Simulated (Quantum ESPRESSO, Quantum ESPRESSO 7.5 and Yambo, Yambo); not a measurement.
# TiO2 (Rutile): G0W0 on several meshes in Yambo

Aim: the GW shift of TiO2 (Rutile) against the k mesh.

Main program and level: Quantum ESPRESSO 7.5 and Yambo 5.3.0; PBE and many-body steps on it, plane waves.

## (1) Set-up

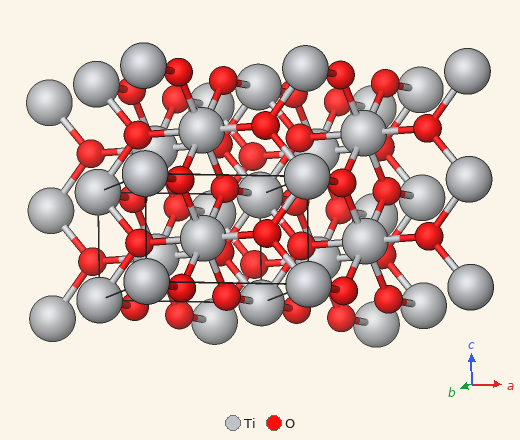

The starting structure, seen slightly off an axis (titanium light grey, oxygen red). 2×2×2 cells are drawn. Some periodic images of atoms are drawn too.

The cell and positions come from the Crystallography Open Database and are kept as given unless a step says otherwise.

## (2) Empty states on the mesh, 4×4×6 mesh, 284 bands

This step: Quantum ESPRESSO 7.5; DFT, PBE, plane waves, norm-conserving pseudopotentials.

The sums over transitions need many empty states on a uniform mesh; this step solves for them.

File pw.in:

```
&control
  calculation = 'nscf'
  prefix = 'x'
  outdir = 'o'
  pseudo_dir = 'pseudo'
/
&system
  ibrav = 0
  nat = 6
  ntyp = 2
  ecutwfc = 76.0
  nbnd = 284
  force_symmorphic = .true.
/
&electrons
  conv_thr = 1e-9
  electron_maxstep = 80
  diago_full_acc = .true.
  diago_thr_init = 5e-6
/
ATOMIC_SPECIES
  Ti 47.867 Ti.upf
  O 15.999 O.upf
CELL_PARAMETERS angstrom
  4.5922000000 0.0000000000 0.0000000000
  0.0000000000 4.5922000000 0.0000000000
  0.0000000000 0.0000000000 2.9574000000
ATOMIC_POSITIONS crystal
  Ti 0.0000000000 0.0000000000 0.0000000000
  Ti 0.5000000000 0.5000000000 0.5000000000
  O 0.3049600000 0.3049600000 0.0000000000
  O 0.1950400000 0.8049600000 0.5000000000
  O 0.6950400000 0.6950400000 0.0000000000
  O 0.8049600000 0.1950400000 0.5000000000
K_POINTS automatic
  4 4 6 0 0 0
```

Run with:

```
$ OMP_NUM_THREADS=1 mpirun -n 4 pw.x -nk 4 -in pw.in > pw.out
```

Log:

```text
Program PWSCF v.7.5 starts

     This program is part of the open-source Quantum ESPRESSO suite
     for quantum simulation of materials; please cite
         "P. Giannozzi et al., J. Phys.:Condens. Matter 21 395502 (2009);
         "P. Giannozzi et al., J. Phys.:Condens. Matter 29 465901 (2017);
         "P. Giannozzi et al., J. Chem. Phys. 152 154105 (2020);
     in publications or presentations arising from this work. More details at

     Atomic positions and unit cell read from directory:
     o/x.save/

     Message from routine setup:
[...]
49.2291  49.7290  49.7290  51.6108  53.1332  53.7247  53.7836  53.7836
     [... 24 further rows ...]
   142.8834 142.8896 143.6103 143.8931 143.8931 144.2120 145.6224 145.6731
   145.6731 146.2864 147.0299 147.0299

          k = 0.0000 0.0000-0.7764 (  4648 PWs)   bands (ev):

     [... further k-points ...]

     highest occupied, lowest unoccupied level (ev):     9.1604   11.0771

     XML data file, pseudopotentials, collected wavefunctions

=------------------------------------------------------------------------------=
   JOB DONE.
=------------------------------------------------------------------------------=
```

Run time: 94 s. Hardware: 4 MPI ranks of Arm Neoverse V2, shared host; peak memory 0.69 GiB.

Numbers from this step:

```
gap                                                           : 1.917 eV
k of the valence top                                          : 0, 0, 0
k of the conduction bottom                                    : 0, 0, 0
least direct gap                                              : 1.917 eV
k points computed                                             : 28
lowest point of the top converged band, above the valence top : 137.2215 eV
```

On this mesh the gap is 1.917 eV.

The density comes from a self-consistent run that is not shown.

## (3) Conversion and set-up

This step: Yambo 5.3.0; conversion and set-up on PBE, plane waves, norm-conserving pseudopotentials.

The states are converted to the many-body program's format and the q mesh is built.

Run with:

```
$ (cd o/x.save; p2y > p2y.log; mv SAVE ../..); yambo > setup.log
```

Log:

```text
 Yambo, version 5.3.0

 [02] CORE Variables Setup
 =========================

  [02.01] Unit cells
  ==================

  Cell kind             :  Unknown
  Atoms in the cell     :  Ti  O
  number of Ti atoms    :  2
  number of O  atoms    :   4

  List of atomic masses
  Mass of Ti    :  47.86700
  Mass of O     :  15.99900

  List of atomic coordinates    : [cc]
  Ti1       :  0.000000  0.000000  0.000000  order 1
  Ti2       :  4.339000  4.339000  2.794338  order 2
  O1       :  2.646443  2.646443  0.000000  order 3
  O2       :  1.692557  6.985443  2.794338  order 4
[...]
K/Q-points units:
 rlu = crystal or reduced units; cc = cartesian coordinates; iku = interal k-units

 Q [ 1]         [rlu]:  0.000000  0.000000  0.000000
 Q [ 2]         [rlu]:  0.000000  0.000000  0.166667
 Q [ 3]         [rlu]:  0.000000  0.000000  0.333333
[...]
Q [ 8]         [rlu]:  0.000000  0.250000 -0.500000
 Q [ 9]         [rlu]:  0.000000 -0.500000  0.000000
 Q [10]         [rlu]:  0.000000 -0.500000  0.166667
     [... 16 further rows ...]
 Q [27]         [rlu]: -0.250000  0.250000 -0.333333
 Q [28]         [rlu]: -0.250000  0.250000  0.500000

  [03.01] X indexes
  =================

   [03.01.01] Sigma indexes
   ========================

 [06] Game Over & Game summary
```

Run time: 2.6 s. Hardware: 1 MPI rank; peak memory 0.25 GiB.

## (4) 4×4×6

G0W0 replaces the xc potential by the self-energy, built once from these orbitals. Only a window of levels is corrected, while the sums run over the empty bands that the input names.

This step: G0W0 on PBE, plane waves, norm-conserving pseudopotentials.

File gw2.in:

```
HF_and_locXC
gw0
dyson
ppa
em1d
rim_cut
RandQpts= 1000000
RandGvec= 1 RL
EXXRLvcs= 76 Ry
VXCRLvcs= 304 Ry
Chimod= "HARTREE"
% BndsRnXp
 1 | 130 |
%
NGsBlkXp= 10 Ry
% LongDrXp
 1 | 1 | 1 |
%
% GbndRnge
 1 | 130 |
%
DysSolver= "n"
ExtendOut
PPAPntXp= 27.21138 eV
% QPkrange
 1 | 1 | 23 | 26 |
%
```

Run with:

```
$ OMP_NUM_THREADS=1 mpirun -n 4 yambo -F gw2.in -J gw2 -C gw2 > gw2.log
```

Log:

```text
 Yambo, version 5.3.0

 [02] CORE Variables Setup
 =========================

  [... cell, symmetries and grids as in the set-up ...]

  [02.05] Energies & Occupations
  ==============================

  [X] === General ===
  [X] Electronic Temperature                        :  0.000000  0.000000 [eV K]
  [X] Bosonic    Temperature                        :  0.000000  0.000000 [eV K]
  [X] Finite Temperature mode                       : no
  [X] El. density                                   :  0.76964E+24 [cm-3]
  [X] Fermi Level                                   :  9.160422 [eV]

  [X] === Gaps and Widths ===
  [X] Conduction Band Min                           :  1.916629 [eV]
  [X] Valence Band Max                              :  0.000000 [eV]
  [X] Filled Bands                                  :  24
  [X] Empty Bands                                   :   25  284
  [X] Direct Gap                                    :  1.916629 [eV]
  [X] Direct Gap localized at k                     :  1
  [X] Indirect Gap                                  :  1.916629 [eV]
  [X] Indirect Gap between kpts                     :  1  1
  [X] Last valence band width                       :  1.613132 [eV]
  [X] 1st conduction band width                     :  1.090840 [eV]

 [03] Transferred momenta grid and indexing
 ==========================================

 IBZ Q-points                                      :  28
 BZ  Q-points                                      :   96

 K/Q-points units:
 rlu = crystal or reduced units; cc = cartesian coordinates; iku = interal k-units

 Q [ 1]         [rlu]:  0.000000  0.000000  0.000000
 Q [ 2]         [rlu]:  0.000000  0.000000  0.166667
 Q [ 3]         [rlu]:  0.000000  0.000000  0.333333
 Q [ 4]         [rlu]:  0.000000  0.000000 -0.500000
 Q [ 5]         [rlu]:  0.000000  0.250000  0.000000
 Q [ 6]         [rlu]:  0.000000  0.250000  0.166667
 Q [ 7]         [rlu]:  0.000000  0.250000  0.333333
 Q [ 8]         [rlu]:  0.000000  0.250000 -0.500000
 Q [ 9]         [rlu]:  0.000000 -0.500000  0.000000
 Q [10]         [rlu]:  0.000000 -0.500000  0.166667
     [... 16 further rows ...]
 Q [27]         [rlu]: -0.250000  0.250000 -0.333333
 Q [28]         [rlu]: -0.250000  0.250000  0.500000

 [04] Coloumb potential Random Integration (RIM)
 ===============================================

  [04.01] RIM initialization
  ==========================

  * Diagonal components only detected *

  8 x (sBL volume)        :  0.049115 [a.u.]
  sBZ random points       :  1000000
  Points outside the sBZ  :   7992674
  RL volume               :  0.589375 [a.u.]
  Integrated volume       :  0.589915 [a.u.]

  [04.02] RIM integrals
  =====================

  Gamma point sphere radius             :  0.066428 [a.u.]
  Points outside the sphere             :   799783
  [Int_sBZ(q=0) 1/q^2]*(Vol_sBZ)^(-1/3) =:  7.677029
                                 should be <:  7.795600

  Summary of Coulomb integrals for non-metallic bands |Q|[au] RIM/Bare

  Q [1] 0.100000E-4 0.984790 * Q [5] 0.181009 1.043104
  Q [2] 0.187378 1.065409 * Q [25] 0.255985 1.045688
  Q [13] 0.255985 1.045781 * Q [6] 0.260528 1.051772
  Q [26] 0.317237 1.034933 * Q [14] 0.317237 1.036010
  Q [9] 0.362018 1.018051 * Q [3] 0.374757 1.023161
  Q [17] 0.404748 1.016534 * Q [10] 0.407637 1.017887
[...]
Q [28] 0.617677 1.009626 * Q [16] 0.617677 1.008790
  Q [23] 0.634474 1.008620 * Q [12] 0.668620 1.007716
  Q [20] 0.692689 1.007148 * Q [24] 0.760336 1.006109

 [WARNING] [Xp] User bands 1-130 break level degeneracy

 [05] Dipoles
 ============

  [05.01] Setup: observables and procedures
  =========================================

  [WARNING] [x,Vnl] slows the Dipoles computation. To neglect it rename the ns.kb_pp file

 [06] Dynamic Dielectric Matrix (PPA)
 ====================================

 [WR./gw2//ndb.pp]---------------------------------------------------------------
  Brillouin Zone Q/K grids (IBZ/BZ)                :   28   96   28   96
  RL vectors                                       :   6025 [WF]
  Coulomb cutoff potential                         : none
  Electronic Temperature                           :  0.000000 [K]
  Bosonic    Temperature                           :  0.000000 [K]
  PPA    diel. fun.  energies                      : Perdew, Burke & Ernzerhof(X)+Perdew, Burke & Ernzerhof(C)
  wavefunctions                                    : Perdew, Burke & Ernzerhof(X)+Perdew, Burke & Ernzerhof(C)
  Global Gauge                                     : length
  X matrix size                                    :  233
  X band range                                     :    1  130
  X e/h energy range                               : -1.000000 -1.000000 [eV]
  X Time ordering                                  : R
  X Hxc Kernel                                     : HARTREE
  X Drude frequency                                :  0.000000  0.000000
  X poles                                          :  100.0000 [o/o]
  RL vectors in the sum                            :   6025
  [r,Vnl] included                                 : yes
  Field direction                                  :  0.577350E-5  0.577350E-5  0.577350E-5
  BZ energy Double Grid                            : no
  BZ energy DbGd points                            : 0
  BZ Q point size factor                           : -1.000000
  X Optical Averaged directions                    : none

 [07] Local Exchange-Correlation + Non-Local Fock
 ================================================

 [VXC] Plane waves :   37691
 [EXS] Plane waves :   4695

 QP @ state[ 1 ] K range:  1  1
 QP @ state[ 1 ] b range:  23  26

 [xc] Functional : Perdew, Burke & Ernzerhof(X)+Perdew, Burke & Ernzerhof(C)
 [xc] LIBXC used to calculate xc functional
  PP Number of Atomic Species                      :  2
  NLCC RL compoments                               :   37691
  PP Number of Atomic Species                      :  2
  NLCC RL compoments                               :   37691

 [xc] E_xc :  -28.60621 [Ha]
      E_xc :  -57.21243 [Ry]

  Local XC kind (lXC) : Perdew, Burke & Ernzerhof(X)+Perdew, Burke & Ernzerhof(C)
  Non-Local XC kind (nlXC) : Hartree-Fock

  Corrections @ K [1] :  [eV]
 <23|nlXC|23> = -25.15177  0.36887E-17 <23|lXC|23> = -20.67067 -0.37763E-15
 <24|nlXC|24> = -25.10644 -0.22006E-16 <24|lXC|24> = -20.44719  0.94408E-16
 <25|nlXC|25> = -12.15189 -0.11245E-17 <25|lXC|25> = -20.15405  0.000000
 <26|nlXC|26> = -12.10936 -0.75085E-19 <26|lXC|26> = -19.78077  0.000000

 [08] Dyson equation: Newton solver
 ==================================

  [08.01] G0W0 (W PPA)
  ====================

  [  GW  ] Bands range     :    1  130
  [GW/PPA] G damping       :  0.100000 [eV]

  QP @ state[ 1 ] K range:  1  1
  QP @ state[ 1 ] b range:  23  26

   Sc/G bands                                       :    1  130
   Sc/G damping                                     :  0.100000 ev
   Sc bands terminator                              : no
   Sx RL components                                 :   4695

   QP @ state[ 1 ] K range                          :  1  1
   QP @ state[ 1 ] b range                          :  23  26
   GF energies kind                                 : Perdew, Burke & Ernzerhof(X)+Perdew, Burke & Ernzerhof(C)
   GF WF`s kind                                     : Perdew, Burke & Ernzerhof(X)+Perdew, Burke & Ernzerhof(C)
   Xs energies kind                                 : Perdew, Burke & Ernzerhof(X)+Perdew, Burke & Ernzerhof(C)
   Xs WF`s kind                                     : Perdew, Burke & Ernzerhof(X)+Perdew, Burke & Ernzerhof(C)

 [11] Game Over & Game summary
```

Run time: 7.3 min. Hardware: 4 MPI ranks; peak memory 3.2 GiB.

Numbers from this step:

```yaml
g0w0_gap_on_the_points_computed: 3.371 eV
starting_gap_on_the_mesh: 1.917 eV
k_of_the_valence_top: 0, 0, 0
k_of_the_conduction_bottom: 0, 0, 0
least_direct_g0w0_gap_on_the_computed_points: 3.371 eV
z_at_the_valence_top: 0.7588
z_at_the_conduction_bottom: 0.7714
```

The gap on the mesh goes from 1.92 eV to 3.37 eV, a correction of +1.45 eV.

## (5) Empty states on the mesh, 2×2×4 mesh, 130 bands

This step: Quantum ESPRESSO 7.5; DFT, PBE, plane waves, norm-conserving pseudopotentials.

pw.in, as its differences from that of step 2:

```diff
@@ -11,3 +11,3 @@
   ecutwfc = 76.0
-  nbnd = 284
+  nbnd = 130
   force_symmorphic = .true.
@@ -35,2 +35,2 @@
 K_POINTS automatic
-  4 4 6 0 0 0
+  2 2 4 0 0 0
```

Run with:

```
$ OMP_NUM_THREADS=1 mpirun -n 4 pw.x -nk 4 -in pw.in > pw.out
```

Log:

```text
[banner, memory and clock lines left out]
Program PWSCF v.7.5 starts

     Atomic positions and unit cell read from directory:
     o/x.save/

     Message from routine setup:
     using ibrav=0 with symmetry is DISCOURAGED, use correct ibrav instead

     G-vector sticks info

     bravais-lattice index     =            0
     lattice parameter (alat)  =       8.6780  a.u.
     unit-cell volume          =     420.8703 (a.u.)^3
     number of atoms/cell      =            6
     number of atomic types    =            2
     number of electrons       =        48.00
[...]
k = 0.0000 0.0000 0.3882 (  4700 PWs)   bands (ev):

[...]
[... 5 further rows ...]
[...]
81.2699  81.9116

          k = 0.0000 0.0000-0.7764 (  4648 PWs)   bands (ev):

[...]
50.7935  50.7935  51.6859  51.6859  53.7408  53.7408  54.8244  54.8244
     [... 5 further rows ...]
    75.0136  75.0137  75.5762  75.5762  75.7466  75.7466  78.7341  78.7341
    81.0325  81.0326

          k = 0.0000-0.5000 0.0000 (  4748 PWs)   bands (ev):

     [... further k-points ...]

     highest occupied, lowest unoccupied level (ev):     9.1604   11.0771

     XML data file, pseudopotentials, collected wavefunctions
```

The job ended after 13 s (4 MPI ranks; peak memory 0.42 GiB; 53 s of CPU time).

Numbers from this step:

* gap: 1.917 eV
* k of the valence top: 0, 0, 0
* k of the conduction bottom: 0, 0, 0
* least direct gap: 1.917 eV
* k points computed: 9
* lowest point of the top converged band, above the valence top: 71.8721 eV

On this mesh the gap is 1.917 eV.

(Continued in part 2 of 2.)

[Paths, hosts, dates, memory and timing lines, banners, echoed tables and standing remarks are left out of the program output.]

[Logs are printed without paths, hosts, clocks, repeated set-up lines and the standing remarks that a program may print on its own settings, such as how far it seeks lower states.]

[Runs of the session that timed out or met a known fault of the program may be left out.]

[Hosts, paths, dates, database ids (printed as entryN), source tags and the programs' standing remarks are cut or masked in the printed files.]
